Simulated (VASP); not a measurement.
Band structure of ZnGeP2 (chalcopyrite). Level of theory: LDA (Ceperley-Alder, Perdew-Zunger), VASP's LDA PAW potentials (set 64) (plane waves; VASP 6.6.1).

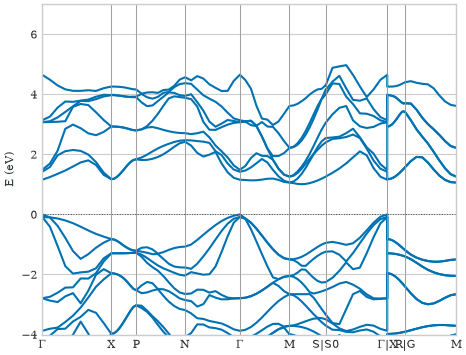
Fig. 1. Bands along high-symmetry lines, zero at the valence-band maximum or, without a gap, the Fermi level

Task: Read the plot: is there a gap, and where are the band edges?

Result: The gap is indirect, 1.01 eV, from the valence maximum at Γ to the conduction minimum at M-S at 0.33. (Edges off the drawn lines would not show.)

The compound is ZnGeP2 in the chalcopyrite structure. It was relaxed first.
